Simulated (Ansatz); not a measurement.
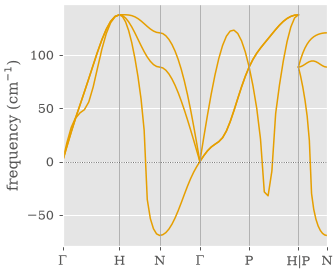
Fig. 1. Phonon dispersion of Y (bcc (W type), Im-3m), plane-wave PAW PBE (Ansatz code); imaginary frequencies are drawn negative

### Question
Is this phase dynamically stable?

### Answer
No: a branch reaches about 69i cm⁻¹ at N.

### Question
How high does the spectrum reach?

### Answer
About 140 cm⁻¹ (4.1 THz).

The cell is a constructed one: a structure type filled with these elements; neither database checked (COD, Materials Project) lists it. It is not the phase usual at ambient conditions (space group No. 194). The PBE relaxation kept the symmetry of its start. At this level the phase is dynamically unstable (imaginary phonons). No spin polarisation was allowed. As this level gives no gap, phonon frequencies hold no LO–TO term and depend on the k-mesh and smearing (Fermi–Dirac, 0.1 eV here).

Potentials: the later of the program's two PAW sets.
